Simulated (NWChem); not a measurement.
# [OF2]+ (SMILES F[O+]F): levels of theory compared

Wanted: a comparison of 5 runs (UHF/cc-pVTZ, UB3LYP/def2-TZVP, UPBE0/def2-SVP, UMP2/aug-cc-pVDZ, UMP2/cc-pVTZ) of [OF2]+. 

The results are computed with NWChem 7.3.0.

1 further run of the same task is left out (set aside as unsound or not needed). Runs told in other sessions of the task aren't counted.

## 1. The molecule

The species is [OF2]+ (3 atoms), meant as a doublet with charge +1. As SMILES, `F[O+]F`. The coordinates come from a PBE0-D4/def2-TZVP relaxation.

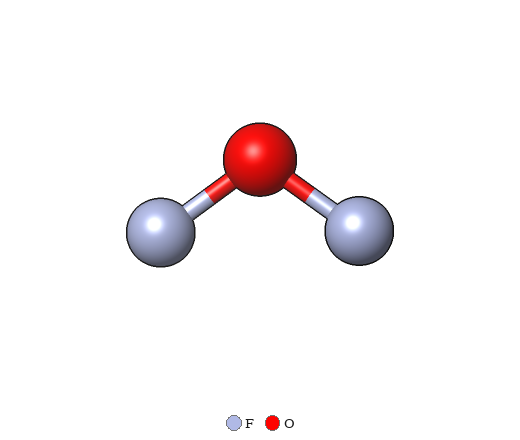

Viewed from a chosen angle; fluorine light blue, oxygen red.

## 2. Energy and gradient at UHF/cc-pVTZ (run 1)

File f2o.xyz:

```xyz
3

F      0.920200    -0.309010     0.473410
O      0.000640     0.505210     0.055670
F     -0.920840    -0.196190    -0.529090
```

File run.py:

```python
from ase.io import read
from ase.calculators.nwchem import NWChem

system = read('f2o.xyz')

calc = NWChem(
    label='f2o',
    theory='scf',
    memory='2200 mb',
    basis='cc-pVTZ',
    basispar='spherical bse',
    charge=1,
    scf={'nopen': '1', 'uhf': None, 'thresh': '1e-08', 'maxiter': '80', 'print': 'low'},
)
system.calc = calc

forces = system.get_forces()
e = system.get_potential_energy()
print(f"E = {e:.6f} eV")
print("forces (eV/A):")
for s, f in zip(system.symbols, forces):
    print(f"{s:2s} {f[0]:10.5f} {f[1]:10.5f} {f[2]:10.5f}")
```

Run with:

```sh
export ASE_NWCHEM_COMMAND="nwchem PREFIX.nwi > PREFIX.nwo"
python run.py
```

Output:

```text
E = -7431.764137 eV
forces (eV/A):
F    -0.89824    0.63733   -0.42536
O    -0.00134   -1.16440   -0.12825
F     0.89958    0.52708    0.55361
```

The calculator wrote f2o.nwi:

```
title "f2o"

permanent_dir f2o

scratch_dir f2o

start f2o

geometry units angstrom nocenter noautosym noautoz
  F  9.2020000000000002e-01 -3.0901000000000001e-01 4.7341000000000000e-01
  O  6.4000000000000005e-04 5.0521000000000005e-01 5.5669999999999997e-02
  F  -9.2083999999999999e-01 -1.9619000000000000e-01 -5.2908999999999995e-01
end

charge 1

memory 2200 mb

basis spherical bse noprint
   * library cc-pVTZ
end

scf
  nopen 1
  uhf
  thresh 1e-08
  maxiter 80
  print low
end

task scf gradient
```

f2o.nwo:

```text
Northwest Computational Chemistry Package (NWChem) 7.3.0
             --------------------------------------------------------

           Job information
           ---------------

    nwchem branch   = 7.3.0
    use scalapack   = T
    input           = f2o.nwi
    prefix          = f2o.
    data base       = f2o/f2o.db
    status          = startup
    nproc           =        1

           Memory information
           ------------------

    heap     =     72089594 doubles =      550.0 Mbytes
    stack    =     72089599 doubles =      550.0 Mbytes
    global   =    144179200 doubles =     1100.0 Mbytes (distinct from heap & stack)
    total    =    288358393 doubles =     2200.0 Mbytes
    verify   = yes
    hardfail = no

           Directory information
           ---------------------

  0 permanent = f2o
  0 scratch   = f2o

                                NWChem Input Module
                                -------------------

                                        f2o
                                        ---

[... 22 lines left out ...]
            Nuclear Dipole moment (a.u.)
[... 37 lines left out ...]
                                        f2o

  ao basis        = "ao basis"
  functions       =    90
  atoms           =     3
  alpha electrons =    13
  beta  electrons =    12
  charge          =   1.00
  wavefunction    = UHF
  input vectors   = atomic
  output vectors  = f2o/f2o.movecs
  use symmetry    = F
  symmetry adapt  = F

 Forming initial guess at       0.1s

 Starting SCF solution at       0.6s

       Final UHF  results
       ------------------

         Total SCF energy =   -273.112296810750
      One electron energy =   -527.643726508389
      Two electron energy =    175.376133188764
 Nuclear repulsion energy =     79.155296508875

                       Sz =      0.5000
                 Sz(Sz+1) =      0.7500
                      S^2 =      0.7894

        Time for solution =     47.5s

                              NWChem Gradients Module
                              -----------------------

                         UHF ENERGY GRADIENTS

    atom               coordinates                        gradient
                 x          y          z           x          y          z
   1 F       1.738926  -0.583944   0.894615    0.017468  -0.012394   0.008272
   2 O       0.001209   0.954708   0.105201    0.000026   0.022644   0.002494
   3 F      -1.740135  -0.370745  -0.999835   -0.017494  -0.010250  -0.010766

 Task  times  cpu:       53.5s     wall:       53.5s
 Total times  cpu:       53.5s     wall:       53.5s
```

It took 55 s on 1 thread of Intel Xeon Platinum 8259CL at 2.50GHz (Skylake/Cascade Lake), shared host; peak memory 0.11 GiB.

## 3. Energy and forces at UB3LYP/def2-TZVP (run 2)

File run.py:

```python
from ase import Atoms
from ase.calculators.nwchem import NWChem

atoms = Atoms(['F', 'O', 'F'], positions=[
    [0.920200, -0.309010, 0.473410],
    [0.000640, 0.505210, 0.055670],
    [-0.920840, -0.196190, -0.529090],
])

calc = NWChem(
    label='f2o',
    theory='dft',
    memory='2200 mb',
    basis='def2-TZVP',
    basispar='spherical bse',
    charge=1,
    dft={'xc': 'b3lyp', 'mult': '2', 'grid': 'fine', 'convergence': 'energy 1e-08', 'iterations': '100', 'mulliken': None, 'print': 'low'},
)
atoms.calc = calc

forces = atoms.get_forces()
print("Total energy (eV):", round(atoms.get_potential_energy(), 6))
print("forces (eV/A):")
for s, f in zip(atoms.symbols, forces):
    print(f"{s:2s} {f[0]:10.5f} {f[1]:10.5f} {f[2]:10.5f}")
```

Run with:

```sh
export ASE_NWCHEM_COMMAND="nwchem PREFIX.nwi > PREFIX.nwo"
python run.py
```

Output:

```text
Total energy (eV): -7464.267373
forces (eV/A):
F     0.71230   -0.55844    0.33147
O     0.00149    1.02962    0.11354
F    -0.71374   -0.47118   -0.44506
```

The calculator wrote f2o.nwi:

```
title "f2o"

permanent_dir f2o

scratch_dir f2o

start f2o

geometry units angstrom nocenter noautosym noautoz
  F  9.2020000000000002e-01 -3.0901000000000001e-01 4.7341000000000000e-01
  O  6.4000000000000005e-04 5.0521000000000005e-01 5.5669999999999997e-02
  F  -9.2083999999999999e-01 -1.9619000000000000e-01 -5.2908999999999995e-01
end

charge 1

memory 2200 mb

basis spherical bse noprint
   * library def2-TZVP
end

dft
  xc b3lyp
  mult 2
  grid fine
  convergence energy 1e-08
  iterations 100
  mulliken
  print low
end

task dft gradient
```

f2o.nwo:

```text
Northwest Computational Chemistry Package (NWChem) 7.3.0
             --------------------------------------------------------

           Job information
           ---------------

    nwchem branch   = 7.3.0
    use scalapack   = T
    input           = f2o.nwi
    prefix          = f2o.
    data base       = f2o/f2o.db
    status          = startup
    nproc           =        1

           Memory information
           ------------------

    heap     =     72089600 doubles =      550.0 Mbytes
    stack    =     72089597 doubles =      550.0 Mbytes
    global   =    144179200 doubles =     1100.0 Mbytes (distinct from heap & stack)
    total    =    288358397 doubles =     2200.0 Mbytes
    verify   = yes
    hardfail = no

           Directory information
           ---------------------

  0 permanent = f2o
  0 scratch   = f2o

                                NWChem Input Module
                                -------------------

                                        f2o
                                        ---

[... 22 lines left out ...]
            Nuclear Dipole moment (a.u.)
[... 67 lines left out ...]
   convergence    iter        energy       DeltaE   RMS-Dens  Diis-err    time
[... 13 lines left out ...]
         Total DFT energy =     -274.306768717179
      One electron energy =     -528.034201268612
           Coulomb energy =      203.473278132528
    Exchange-Corr. energy =      -28.901142089970
 Nuclear repulsion energy =       79.155296508875
[... 35 lines left out ...]
     ------------------------------------------
      Spin Density - Lowdin Population Analysis
     ------------------------------------------

    Atom       Charge   Shell Charges
 -----------   ------   -------------------------------------------------------
    1 F    9     0.20   0.00  0.00  0.00  0.00 -0.00  0.12  0.07 -0.00 -0.00  0.01  0.00
    2 O    8     0.60   0.00  0.00  0.01  0.00 -0.00  0.35  0.22  0.01  0.00  0.00  0.00
    3 F    9     0.20   0.00  0.00  0.00  0.00 -0.00  0.12  0.07 -0.00 -0.00  0.01  0.00

     --------------------------
     Expectation value of S2:
     --------------------------
      <S2> =      0.7532 (Exact =     0.7500)

                         DFT ENERGY GRADIENTS

    atom               coordinates                        gradient
                 x          y          z           x          y          z
   1 F       1.738926  -0.583944   0.894615   -0.013852   0.010860  -0.006446
   2 O       0.001209   0.954708   0.105201   -0.000029  -0.020023  -0.002208
   3 F      -1.740135  -0.370745  -0.999835    0.013880   0.009163   0.008655

 Task  times  cpu:       23.5s     wall:       23.5s
 Total times  cpu:       23.5s     wall:       23.5s
```

Wall time 25 s (1 thread of Intel Xeon Platinum 8259CL at 2.50GHz (Skylake/Cascade Lake), shared host); peak memory 0.13 GiB.

Runs 3 to 4 aren't shown in full; the table further down has their settings and results.

## 4. Energy and gradient at UMP2/cc-pVTZ (run 5)

Changes to f2o.xyz since step 2:

```diff
@@ -1,3 +1,3 @@
 3
-
+oxygen(1+), difluoro-
 F      0.920200    -0.309010     0.473410
```

File f2o.nw:

```
start f2o
title "oxygen(1+), difluoro-"
memory 2200 mb
charge 1

geometry units angstroms noautosym nocenter noautoz
load f2o.xyz
end

basis spherical bse
* library cc-pVTZ
end

scf
doublet
uhf
thresh 1e-08
maxiter 80
print low
end

mp2
freeze core 3
tight
end

task mp2 gradient
```

Run with:

```sh
nwchem f2o.nw > f2o.out
```

Output:

```text
[...]
  functions       =    90
[...]
  wavefunction    = UHF
[...]
         Total SCF energy =   -273.112296810677
      One electron energy =   -527.643726508278
      Two electron energy =    175.376133188726
 Nuclear repulsion energy =     79.155296508875
                       Sz =      0.5000
                 Sz(Sz+1) =      0.7500
                      S^2 =      0.7894
[...]
          Total MP2 energy          -273.822192421679
[...]
                         mp2 ENERGY GRADIENTS
    atom               coordinates                        gradient
                 x          y          z           x          y          z
   1 F       1.738926  -0.583944   0.894615    0.030925  -0.024119   0.014406
   2 O       0.001209   0.954708   0.105201    0.000050   0.044440   0.004894
   3 F      -1.740135  -0.370745  -0.999835   -0.030975  -0.020321  -0.019300
[...]
```

It took 1.7 min on 1 thread of Intel Xeon Platinum 8259CL at 2.50GHz (Skylake/Cascade Lake), shared host; peak memory 0.28 GiB.

## 5. The series

| run | level | iteration cap | module | energy (Eh) | ⟨S²⟩ | largest force (eV/Å) | wall time |
| --- | --- | --- | --- | --- | --- | --- | --- |
| 1 | UHF/cc-pVTZ | 80 | scf | -273.112297 | 0.789 | 1.181 | 55 s |
| 2 | UB3LYP/def2-TZVP | 100 | dft | -274.306769 | 0.753 | 1.036 | 25 s |
| 3 | UPBE0/def2-SVP | 100 | dft | -273.696052 | 0.753 | 0.184 | 13 s |
| 4 | UMP2/aug-cc-pVDZ | 80 | mp2 | -273.615213 | 0.789 | 1.428 | 50 s |
| 5 | UMP2/cc-pVTZ | 80 | mp2 | -273.822192 | 0.789 | 2.299 | 1.7 min |

## 6. Results

| quantity | value |
| --- | --- |
| run 5: total energy | -273.82219 Eh |
| run 5: correlation energy (3 core orbitals frozen) | -709.9 mEh |
| run 5: ⟨S²⟩ of the reference determinant | 0.789 |
| run 5: largest force on an atom | 2.299 eV/Å |

In words: Totals of different functionals can't be ranked against each other. All runs together took 4.1 min, the longest 1.7 min.
